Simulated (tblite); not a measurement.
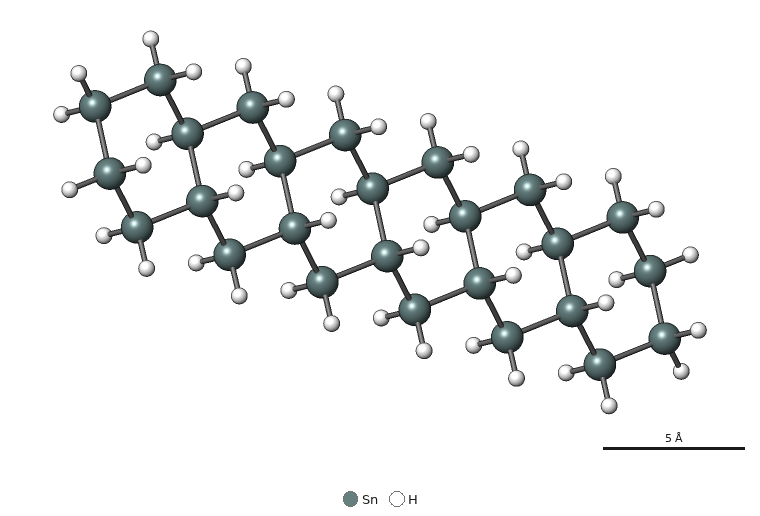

*The structure as given in the input (ball-and-stick view, seen at a tilt). Sticks mark near contacts.*

Geometry relaxation, with input and output: Sn26H42 (part 1 of 2)

Sn26H42, computed with GFN1-xTB geometry optimisation, gas phase (tblite 0.8.0).

The run did not end well.

### What the program printed
```
step      E/eV     max force
  0   -2400.15152    0.799
  1   -2400.33789    0.553
  2   -2400.82916    0.558
  3   -2400.97825    0.578
  4   -2401.33478    0.446
  5   -2401.41694    0.273
  6   -2401.44930    0.252
  7   -2401.47885    0.220
  8   -2401.54328    0.452
  9   -2401.63797    0.604
 10   -2401.74099    0.513
 11   -2401.80161    0.266
 12   -2401.83028    0.231
 13   -2401.84580    0.177
 14   -2401.85792    0.176
 15   -2401.87038    0.151
 16   -2401.88070    0.136
 17   -2401.88876    0.109
 18   -2401.89688    0.133
 19   -2401.90824    0.183
 20   -2401.92541    0.228
 21   -2401.95074    0.305
 22   -2401.98544    0.317
 23   -2402.03072    0.360
 24   -2402.08872    0.389
 25   -2402.15932    0.440
 26   -2402.23155    0.445
 27   -2402.29662    0.373
 28   -2402.34357    0.372
 29   -2402.37994    0.330
 30   -2402.41412    0.264
 31   -2402.44617    0.279
 32   -2402.47002    0.245
 33   -2402.48789    0.221
 34   -2402.50549    0.214
 35   -2402.52533    0.226
 36   -2402.54521    0.261
 37   -2402.56475    0.305
 38   -2402.58676    0.321
 39   -2402.61393    0.297
 40   -2402.64571    0.276
 41   -2402.67613    0.281
 42   -2402.69514    0.255
 43   -2402.71512    0.245
 44   -2402.73679    0.266
 45   -2402.75811    0.303
 46   -2402.77537    0.264
 47   -2402.78847    0.173
 48   -2402.79707    0.106
 49   -2402.80185    0.084
 50   -2402.80445    0.092
 51   -2402.80675    0.087
 52   -2402.80970    0.079
 53   -2402.81334    0.091
 54   -2402.81726    0.105
 55   -2402.82133    0.111
 56   -2402.82601    0.099
 57   -2402.83088    0.091
 58   -2402.83507    0.104
 59   -2402.83863    0.101
 60   -2402.84242    0.099
 61   -2402.84708    0.102
 62   -2402.85245    0.144
 63   -2402.85815    0.155
 64   -2402.86424    0.135
 65   -2402.87090    0.129
 66   -2402.87760    0.141
 67   -2402.88327    0.118
 68   -2402.88750    0.098
 69   -2402.89058    0.074
 70   -2402.89304    0.070
 71   -2402.89530    0.082
 72   -2402.89783    0.094
 73   -2402.90103    0.107
 74   -2402.90462    0.097
 75   -2402.90768    0.078
 76   -2402.90972    0.070
 77   -2402.91106    0.060
 78   -2402.91215    0.040
 79   -2402.91319    0.051
 80   -2402.91437    0.066
 81   -2402.91594    0.074
 82   -2402.91807    0.070
 83   -2402.92055    0.069
 84   -2402.92295    0.095
 85   -2402.92519    0.104
 86   -2402.92748    0.090
 87   -2402.92964    0.067
 88   -2402.93120    0.054
 89   -2402.93221    0.051
 90   -2402.93312    0.061
 91   -2402.93434    0.083
 92   -2402.93606    0.098
 93   -2402.93819    0.096
 94   -2402.94041    0.080
 95   -2402.94244    0.072
 96   -2402.94419    0.064
 97   -2402.94567    0.062
 98   -2402.94701    0.069
 99   -2402.94842    0.070
100   -2402.95000    0.069
101   -2402.95181    0.098
102   -2402.95382    0.097
103   -2402.95598    0.082
104   -2402.95829    0.086
105   -2402.96076    0.082
106   -2402.96334    0.079
107   -2402.96601    0.089
108   -2402.96874    0.081
109   -2402.97150    0.088
110   -2402.97444    0.090
111   -2402.97783    0.105
112   -2402.98181    0.105
113   -2402.98623    0.095
114   -2402.99091    0.116
115   -2402.99606    0.132
116   -2403.00231    0.126
117   -2403.00987    0.139
118   -2403.01819    0.154
119   -2403.02385    0.203
120   -2403.03255    0.204
121   -2403.04016    0.155
122   -2403.05701    0.127
123   -2403.06420    0.132
124   -2403.08001    0.169
125   -2403.09191    0.218
126   -2403.10005    0.290
127   -2403.11863    0.273
128   -2403.13456    0.146
129   -2403.15851    0.146
130   -2403.17777    0.214
131   -2403.19759    0.190
132   -2403.21144    0.175
133   -2403.23227    0.185
134   -2403.24310    0.195
135   -2403.26111    0.191
136   -2403.27608    0.179
137   -2403.29009    0.171
138   -2403.30131    0.150
139   -2403.31183    0.152
140   -2403.32252    0.160
141   -2403.33526    0.193
142   -2403.35128    0.208
143   -2403.37083    0.250
144   -2403.39278    0.267
145   -2403.41477    0.273
146   -2403.43565    0.205
147   -2403.45238    0.235
148   -2403.46512    0.229
149   -2403.47587    0.150
150   -2403.48862    0.166
151   -2403.50330    0.228
152   -2403.52559    0.278
153   -2403.54892    0.241
154   -2403.57040    0.199
155   -2403.58817    0.193
156   -2403.60309    0.175
157   -2403.61643    0.196
158   -2403.63040    0.183
159   -2403.64825    0.227
160   -2403.67146    0.319
161   -2403.69769    0.361
162   -2403.72328    0.293
163   -2403.74554    0.293
164   -2403.76327    0.289
165   -2403.78415    0.265
166   -2403.80318    0.409
167   -2403.83121    0.366
168   -2403.86312    0.307
169   -2403.90682    0.269
170   -2403.92616    0.236
171   -2403.95875    0.217
172   -2403.98374    0.195
173   -2404.00487    0.206
174   -2404.02065    0.174
175   -2404.03150    0.129
176   -2404.03918    0.129
177   -2404.04559    0.144
178   -2404.05268    0.152
179   -2404.06063    0.158
180   -2404.06907    0.169
181   -2404.07620    0.128
182   -2404.08143    0.111
183   -2404.08559    0.104
184   -2404.08976    0.100
185   -2404.09441    0.118
186   -2404.09942    0.124
187   -2404.10454    0.118
188   -2404.10950    0.126
189   -2404.11394    0.104
190   -2404.11753    0.104
191   -2404.12042    0.089
192   -2404.12299    0.085
193   -2404.12562    0.096
194   -2404.12877    0.103
195   -2404.13304    0.118
196   -2404.13882    0.122
197   -2404.14541    0.133
198   -2404.15099    0.102
199   -2404.15486    0.089
200   -2404.15787    0.070
201   -2404.16085    0.077
202   -2404.16393    0.086
203   -2404.16677    0.069
204   -2404.16924    0.072
205   -2404.17166    0.070
206   -2404.17439    0.096
207   -2404.17775    0.097
208   -2404.18165    0.114
209   -2404.18563    0.114
210   -2404.18896    0.069
211   -2404.19155    0.065
212   -2404.19377    0.064
213   -2404.19629    0.075
214   -2404.19933    0.077
215   -2404.20299    0.096
216   -2404.20704    0.103
217   -2404.21168    0.103
218   -2404.21662    0.109
219   -2404.22157    0.093
220   -2404.22560    0.086
221   -2404.22947    0.115
222   -2404.23379    0.129
223   -2404.23996    0.137
224   -2404.24670    0.132
225   -2404.25331    0.101
226   -2404.25855    0.092
227   -2404.26268    0.087
228   -2404.26559    0.101
229   -2404.26867    0.109
230   -2404.27194    0.091
231   -2404.27750    0.090
232   -2404.28058    0.091
233   -2404.28622    0.085
234   -2404.29009    0.088
235   -2404.29339    0.084
236   -2404.29624    0.081
237   -2404.29936    0.083
238   -2404.30304    0.105
239   -2404.30727    0.102
240   -2404.31173    0.103
241   -2404.31583    0.086
242   -2404.31916    0.084
243   -2404.32201    0.079
244   -2404.32489    0.089
245   -2404.32838    0.088
246   -2404.33240    0.092
247   -2404.33728    0.094
248   -2404.34378    0.124
249   -2404.35291    0.146
250   -2404.36453    0.159
251   -2404.37688    0.169
252   -2404.38726    0.156
253   -2404.39434    0.124
254   -2404.40079    0.116
255   -2404.40711    0.095
256   -2404.41516    0.102
257   -2404.42024    0.106
258   -2404.42700    0.107
259   -2404.43309    0.107
260   -2404.43931    0.101
261   -2404.44489    0.098
262   -2404.45005    0.112
263   -2404.45498    0.159
264   -2404.45994    0.154
265   -2404.46495    0.108
266   -2404.46846    0.094
267   -2404.47146    0.090
268   -2404.47421    0.082
269   -2404.47687    0.073
270   -2404.47945    0.078
271   -2404.48221    0.080
272   -2404.48508    0.070
273   -2404.48764    0.069
274   -2404.49016    0.064
275   -2404.49250    0.068
276   -2404.49481    0.069
277   -2404.49727    0.071
278   -2404.49996    0.085
279   -2404.50282    0.083
280   -2404.50572    0.101
281   -2404.50860    0.107
282   -2404.51147    0.096
283   -2404.51461    0.079
284   -2404.51817    0.086
285   -2404.52223    0.116
286   -2404.52679    0.124
287   -2404.53152    0.096
288   -2404.53591    0.098
289   -2404.54041    0.111
290   -2404.54497    0.131
291   -2404.55129    0.122
292   -2404.56070    0.150
293   -2404.57031    0.169
294   -2404.58048    0.146
295   -2404.58905    0.213
296   -2404.56604    0.542
297   -2404.60736    0.189
298   -2404.61371    0.145
299   -2404.62545    0.127
300   -2404.63601    0.141
301   -2404.64395    0.124
302   -2404.65195    0.106
303   -2404.66087    0.120
304   -2404.66920    0.123
305   -2404.67725    0.142
306   -2404.68482    0.143
307   -2404.69141    0.143
308   -2404.69577    0.170
309   -2404.70193    0.107
310   -2404.70708    0.078
311   -2404.71167    0.075
312   -2404.71554    0.105
313   -2404.71950    0.131
314   -2404.72343    0.113
315   -2404.72683    0.083
316   -2404.73038    0.075
317   -2404.73383    0.094
318   -2404.73694    0.108
319   -2404.73976    0.100
320   -2404.74277    0.080
321   -2404.74617    0.081
322   -2404.74953    0.084
323   -2404.75233    0.072
324   -2404.75480    0.073
325   -2404.75745    0.067
326   -2404.76043    0.080
327   -2404.76349    0.095
328   -2404.76638    0.080
329   -2404.76902    0.067
330   -2404.77150    0.065
331   -2404.77390    0.069
332   -2404.77635    0.073
333   -2404.77909    0.069
334   -2404.78217    0.076
335   -2404.78526    0.077
336   -2404.78807    0.077
337   -2404.79081    0.077
338   -2404.79405    0.084
339   -2404.79830    0.103
340   -2404.80402    0.153
341   -2404.81331    0.186
342   -2404.84567    0.557
343   -2404.76592    0.794
344   -2404.84915    0.567
345   -2404.85258    0.574
346   -2404.89080    0.506
347   -2404.92717    0.548
348   -2404.95657    0.493
349   -2405.00811    0.511
350   -2405.03761    0.387
351   -2405.09043    0.295
352   -2405.12311    0.219
353   -2405.14152    0.214
354   -2405.16284    0.287
355   -2405.18494    0.221
356   -2405.20473    0.189
357   -2405.22046    0.173
358   -2405.23334    0.144
359   -2405.24461    0.140
360   -2405.25491    0.113
361   -2405.26187    0.121
362   -2405.26780    0.126
363   -2405.27411    0.096
364   -2405.27979    0.103
365   -2405.28457    0.092
366   -2405.28952    0.099
367   -2405.29504    0.110
368   -2405.30067    0.141
369   -2405.30588    0.185
370   -2405.31104    0.190
371   -2405.31657    0.165
372   -2405.32214    0.141
373   -2405.32730    0.135
374   -2405.33214    0.121
375   -2405.33691    0.101
376   -2405.34179    0.100
377   -2405.34699    0.117
378   -2405.35301    0.145
379   -2405.36025    0.145
380   -2405.36815    0.144
381   -2405.37537    0.126
382   -2405.38137    0.111
383   -2405.38668    0.105
384   -2405.39226    0.110
385   -2405.39815    0.127
386   -2405.40429    0.116
387   -2405.41083    0.139
388   -2405.41803    0.157
389   -2405.42497    0.156
390   -2405.43131    0.139
391   -2405.43669    0.089
392   -2405.44130    0.072
393   -2405.44492    0.102
394   -2405.44811    0.090
395   -2405.45131    0.097
396   -2405.45486    0.096
397   -2405.45828    0.081
398   -2405.46108    0.079
399   -2405.46346    0.065
400   -2405.46592    0.069
401   -2405.46866    0.083
402   -2405.47161    0.098
403   -2405.47479    0.110
404   -2405.47820    0.096
405   -2405.48160    0.078
406   -2405.48446    0.084
407   -2405.48667    0.065
408   -2405.48863    0.072
409   -2405.49070    0.064
410   -2405.49293    0.072
411   -2405.49524    0.087
412   -2405.49755    0.070
413   -2405.49984    0.071
414   -2405.50202    0.076
415   -2405.50411    0.066
416   -2405.50626    0.061
417   -2405.50850    0.058
418   -2405.51060    0.057
419   -2405.51232    0.063
420   -2405.51375    0.057
421   -2405.51507    0.044
422   -2405.51639    0.052
423   -2405.51767    0.058
424   -2405.51892    0.066
425   -2405.52015    0.058
426   -2405.52142    0.046
427   -2405.52274    0.051
428   -2405.52419    0.061
429   -2405.52576    0.069
430   -2405.52740    0.057
431   -2405.52896    0.055
432   -2405.53043    0.066
433   -2405.53187    0.061
434   -2405.53333    0.055
435   -2405.53468    0.060
436   -2405.53585    0.058
437   -2405.53692    0.044
438   -2405.53795    0.051
439   -2405.53890    0.053
440   -2405.53980    0.054
441   -2405.54075    0.058
442   -2405.54189    0.066
443   -2405.54321    0.061
444   -2405.54458    0.052
445   -2405.54582    0.060
446   -2405.54695    0.053
447   -2405.54800    0.058
448   -2405.54904    0.055
449   -2405.55013    0.063
450   -2405.55144    0.077
451   -2405.55317    0.072
452   -2405.55561    0.084
453   -2405.55914    0.116
454   -2405.56445    0.147
455   -2405.57147    0.190
456   -2405.58100    0.211
457   -2405.57456    0.407
458   -2405.60075    0.167
459   -2405.61048    0.143
460   -2405.62782    0.171
461   -2405.64126    0.221
462   -2405.65484    0.206
463   -2405.66926    0.238
464   -2405.69115    0.196
465   -2405.70435    0.271
466   -2405.72056    0.179
467   -2405.73975    0.187
468   -2405.75197    0.251
469   -2405.76404    0.153
470   -2405.77691    0.169
471   -2405.78641    0.162
472   -2405.79467    0.149
473   -2405.80609    0.153
474   -2405.81727    0.171
475   -2405.83042    0.171
476   -2405.84306    0.183
477   -2405.85556    0.153
478   -2405.86866    0.201
479   -2405.88229    0.208
480   -2405.89603    0.236
481   -2405.90839    0.189
482   -2405.92025    0.202
483   -2405.93063    0.183
484   -2405.94140    0.177
485   -2405.95120    0.195
486   -2405.96084    0.141
487   -2405.96946    0.144
488   -2405.97700    0.123
489   -2405.98338    0.146
490   -2405.98935    0.118
491   -2405.99485    0.114
492   -2405.99992    0.092
493   -2406.00422    0.089
494   -2406.00803    0.094
495   -2406.01195    0.101
496   -2406.01654    0.091
497   -2406.02174    0.107
498   -2406.02737    0.115
499   -2406.03326    0.113
500   -2406.03949    0.141
```
